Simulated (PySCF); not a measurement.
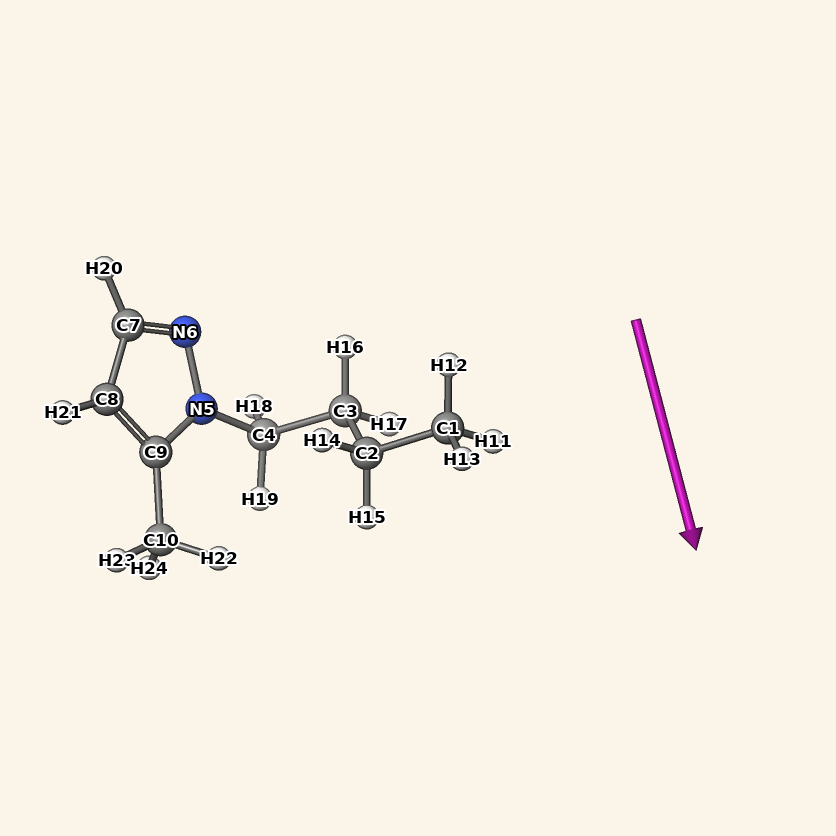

The arrow beside the molecule shows the direction of the dipole moment, from the negative to the positive end (its length means nothing). Computed geometry: GFN2-xTB optimisation. No frequency run is at hand to confirm it as a minimum. Level of theory: PBE0/pcSseg-1, gas phase (PySCF 2.14.0).

Estimate the dipole moment.

Answer. 2.65 D; it points from the side of H20 to the side of H15, H22 (the outermost atoms at the two ends).
